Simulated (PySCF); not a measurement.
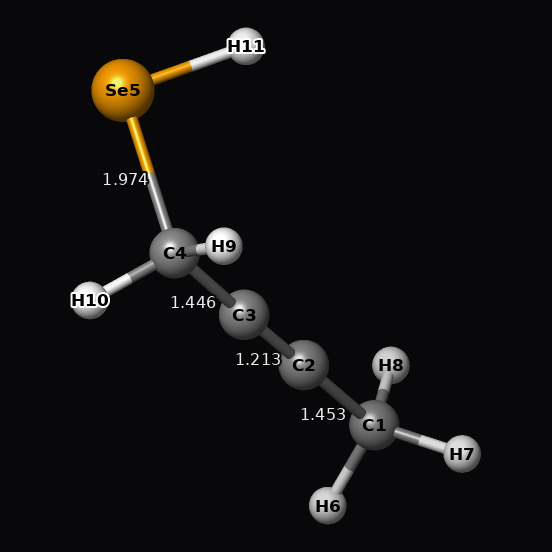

The numbers beside the sticks are distances in Å. Sticks don't show bond order. Computed geometry: PBE0-D3(BJ)/def2-SVP optimisation. No frequency run is at hand to confirm it as a minimum.

Which of the marked bonds are single, double, triple or aromatic?

Answer. C1–C2 single; C2–C3 triple; C3–C4 single; C4–Se5 single.

Give the structure as SMILES.

Answer. CC#CC[SeH]
